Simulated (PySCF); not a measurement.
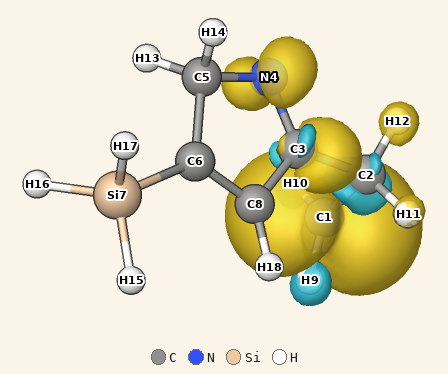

Figure 1: C$_{6}$H$_{10}$NSi (SMILES [CH2]CC1=NCC([SiH3])=C1) (doublet). Isosurfaces of the spin density at +0.015 (yellow) and −0.015 e/Å³ (cyan), seen at an oblique angle.

Geometry: GFN2-xTB.

Level of theory: UKS B3LYP, pcH-1 on C H N Si, non-relativistic, mean-field spin-orbit, GIAO (PySCF 2.14.0, density-fitted response routines).

```xyz
18

C    -2.7939    0.8069    0.5629
C    -2.3839   -0.5977    0.3897
C    -0.9744   -0.4875   -0.1219
N    -0.6653   -0.6129   -1.3645
C     0.7421   -0.3634   -1.4847
C     1.2424   -0.0560   -0.0996
Si    3.0169    0.3581    0.3194
C     0.1654   -0.1354    0.7058
H    -2.5577    1.3335    1.4683
H    -3.0852    1.3810   -0.2953
H    -2.3977   -1.1482    1.3319
H    -2.9894   -1.1072   -0.3599
H     0.9087    0.4666   -2.1766
H     1.2316   -1.2408   -1.9148
H     3.1278    0.5662    1.7628
H     3.4010    1.5753   -0.4016
H     3.8759   -0.7521   -0.1017
H     0.1269    0.0198    1.7681
```

### Where is the unpaired spin?

The unpaired spin (1 electron) lies mostly on C1 (about 0.7), in electrons by Hirshfeld's partition.
